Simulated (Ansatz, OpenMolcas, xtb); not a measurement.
How methods differ on C3H5Ga (SMILES C#[C][GaH][CH3])

The species is C3H5Ga (9 atoms), meant as a singlet with charge 0. As SMILES, `C#[C][GaH][CH3]`. Geometry: relaxed at PBE0-D4/def2-TZVP.

Each level gives the HOMO–LUMO gap (eV). The values are calculated.

```tsv
level	kind	program	value (eV)
GFN0-xTB	semi-empirical	xtb	5.00
HF/6-31G* (spherical functions)	Hartree–Fock	OpenMolcas	11.57
SVWN5/6-31G* (spherical functions)	LDA	OpenMolcas	3.90
BLYP/6-31G* (spherical functions)	GGA	Ansatz	3.91
M06-L/6-31G* (spherical functions)	meta-GGA	OpenMolcas	4.46
BHLYP/6-31G* (spherical functions)	global hybrid	Ansatz	7.85
HSE06/6-31G* (spherical functions)	range-separated hybrid	Ansatz	5.26
PBE-QIDH/6-31G* (spherical functions)	double hybrid	Ansatz	9.48
```

All-electron rows without a relativistic Hamiltonian named are non-relativistic. The values span 3.90 to 11.57 eV. Orbital gaps aren't excitation energies, and those of double hybrids come from the SCF part alone; they tend to grow with the share of exact exchange.

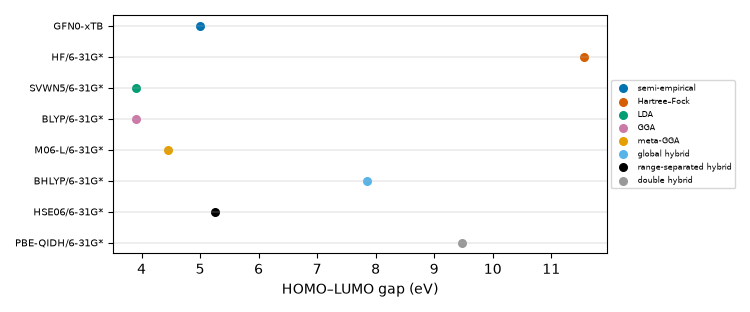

The values of the table, level by level.
